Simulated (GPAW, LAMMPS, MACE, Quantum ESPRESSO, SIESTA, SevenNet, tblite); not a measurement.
# Predicting plane-wave site energies from SevenNet 0: a vacancy of Cd in amorphous Cd8Zn24Te9S23 (64 atoms)

Density of this cell: 4.60 g/cm³. The cell holds 64 atoms: 8 Cd, 24 Zn, 9 Te and 23 S. Cell: a = 11.623 Å, b = 11.623 Å, c = 11.623 Å, α = 90.0°, β = 90.0°, γ = 90.0°. 64 atoms (8 Cd, 24 Zn, 9 Te, 23 S) placed at random at 4.61 g/cm³, melted at 2500 K for 10 ps at fixed volume with the Stillinger-Weber II-VI potential (Zhou et al., Phys. Rev. B 88, 085309 (2013)). Quenched from 2500 K to 300 K at 100 K/ps and fixed volume, held 5 ps. Then the atoms were relaxed with SevenNet 0 in the fixed cell.

Calculated with Quantum ESPRESSO 7.5: PBE; plane waves, SSSP efficiency, 60/480 Ry; k-points Γ. The cheaper level is SevenNet 0, trained on PBE(+U) plane-wave data, no dispersion term. Each row is one cell with a vacancy of Cd, relaxed with SevenNet 0; both levels solve the same cells, and energies are counted from site Cd4 at each level.

| energy from SevenNet 0 (eV) | energy from plane waves (eV) | site |
| --- | --- | --- |
| 0.000 | 0 | Cd4 |
| 0.324 | 1.097 | Cd1 |
| 0.923 | ? | ? |
| 1.032 | 1.534 | Cd2 |

Task: Fit a straight line to the rows given and interpolate to the withheld row.

Worked fit:

Take u as the energy from SevenNet 0 and v as that from plane waves.

| u (eV) | v (eV) |
| --- | --- |
| 0 | 0 |
| 0.323578 | 1.09674 |
| 1.03207 | 1.53384 |

With n = 3: mean u = 0.451884, mean v = 0.876860, Σ(u − ū)² = 0.55728, Σ(u − ū)(v − v̄) = 0.74920. Slope b = 0.74920 / 0.55728 = 1.3444; intercept a = v̄ − b ū = 0.26936.

At the withheld site u = 0.9233, and v = a + b u.

Prediction at 0.923: 1.511 eV. The run gave 1.780 eV, so the fit is low by 0.27 eV (15 % of the value).

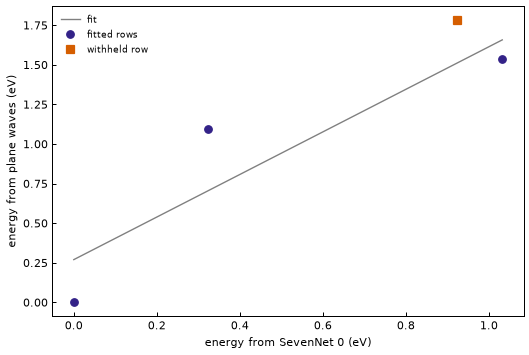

The fit, the rows that it rests on and the withheld row.

The slope of 1.3 says that SevenNet 0 compresses the spread of the sites. Taken as it stands, without the line, its value misses the withheld site by 0.86 eV. Among the rows given, the largest miss of the fit is at 0.324, by 0.39 eV (22 % of the range of the table).

Limits: Few sites, one cell. The geometries are those of SevenNet 0, not of DFT.

[Hosts, paths, dates, database ids (printed as entryN), source tags and the programs' standing remarks are cut or masked in the printed files.]
